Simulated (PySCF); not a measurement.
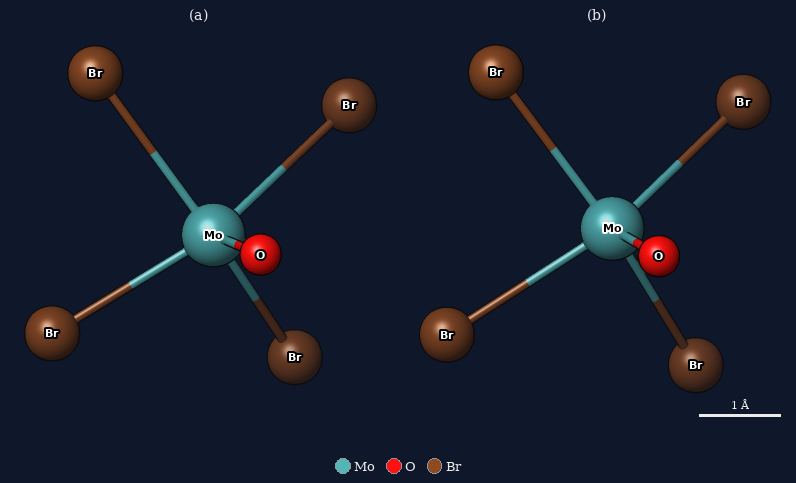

The structure of MoOBr₄ before (left) and after (right) a relaxation, at one scale.

Style: ball-and-stick. Shown at a tilt.

The start comes from GFN2-xTB. Its atoms were then displaced at random by about 0.03 Å.

These are results of PBE0-D3(BJ)/def2-SVP geometry optimisation, gas phase in PySCF, not measurements. 

**What changed between the two?**

The energy falls by 0.237 eV in 5 geometry steps. The largest move after the best rigid fit is that of a Br atom, 0.11 Å. By element the largest moves are Br 0.11 Å, Mo 0.08 Å, O 0.03 Å. Near-neighbour distances that change, for instance: Br–Mo 2.330 → 2.451 Å, Br–Mo 2.355 → 2.449 Å, Br–Mo 2.524 → 2.448 Å, Mo–O 1.618 → 1.635 Å. Bond angles that change, for instance: O–Mo–Br 108.4° → 103.5°, Br–Mo–Br 149.4° → 153.0°, Br–Mo–Br 83.7° → 86.8°.
